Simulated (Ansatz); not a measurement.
The figure comes from a scan of NaCl (rock salt): a phonon pattern at X = (0.5, 0.5, 0.0) is frozen into a 4-atom cell, Q being the largest atomic displacement. Method: PBE (plane waves to 420 eV, PAW, scalar-relativistic; Ansatz, an electronic-structure program). k mesh 10×10×10 (Γ-centred), Fermi-Dirac smearing 0.05 eV. Energies are smeared free energies. NaCl was relaxed with its symmetry unable to fall. The zero of ΔE is the undisplaced structure.

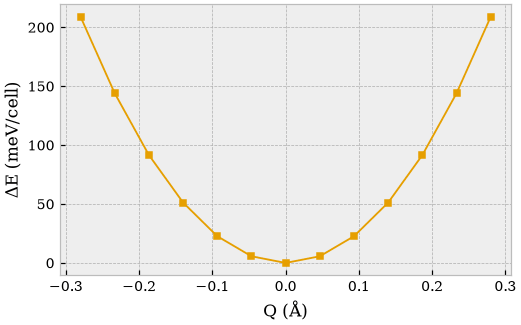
Fig. 1. ΔE (meV/cell) against Q (Å); computed points joined by lines.

Q: Turn the plot into a table (rounded to what can be read).

A: To the nearest 5:

```csv
Q (Å),ΔE (meV/cell)
-0.280,210
-0.233,145
-0.187,90
-0.140,50
-0.093,25
-0.047,5
0.000,0
0.047,5
0.093,25
0.140,50
0.187,90
0.233,145
0.280,210
```

(For displaced atoms, the force is minus the slope of the energy, and its curvature is a force constant, which sets phonon frequencies.)
